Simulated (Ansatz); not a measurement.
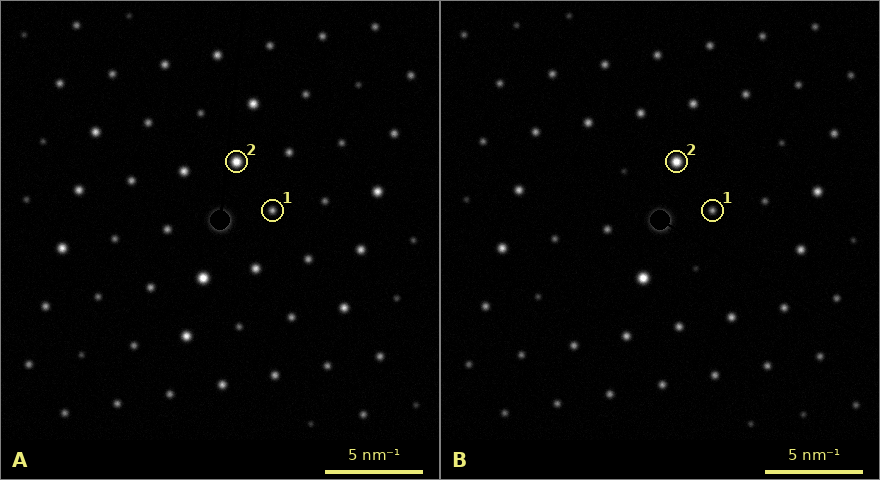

Kinematic electron diffraction patterns (300 kV, B = 0.5 Å², same scale) along [101] of the run's own cell, for the start and the end of one relaxation of SrAl2Re2 with Ansatz 0.2.0, DFT, PAW plane waves, r2scan. k mesh 8×8×5. The start is a generated model structure, and the relaxation ends in the nearest stationary point of its symmetry, not necessarily the ground state. Spot 1 is 0 -1 0 and spot 2 is 1 0 -1 in both.

Start structure:

```
CELL_PARAMETERS angstrom
2.08810 3.61669 0.00000
-2.08810 3.61669 0.00000
0.00000 0.00000 6.81583
ATOMIC_POSITIONS crystal
Re 0.33330 0.33340 0.27192
Re 0.66670 0.66660 0.72808
Al 0.33330 0.33340 0.63870
Al 0.66670 0.66660 0.36130
Sr 0.00000 0.00000 0.00000
```

Which pattern belongs to the start structure, and which to the relaxed one?

Answer. B is the start: its cell gives d(1) = 3.617 Å, d(2) = 3.195 Å and an angle of 63.8°. The spot positions hardly differ, so the intensities decide: those computed from the start structure match B, and A is the relaxed structure.

Name reflections whose intensity changes strongly on relaxation.

Answer. 1 2 -1 comes into sight; 1 1 -1 goes from 0.28 to 30 % of the strongest spot; 2 1 -2 goes from 14 to 3.1 % of the strongest spot; 2 0 -2 goes from 16 to 47 % of the strongest spot.

Summarise the relaxation behind the change.

Answer. The cell was held fixed; with the mean shift removed, the atoms moved by up to 0.83 Å relative to the cell (Re most); the space group stayed P-3m1 (No. 164); the free energy fell by 440 meV an atom.
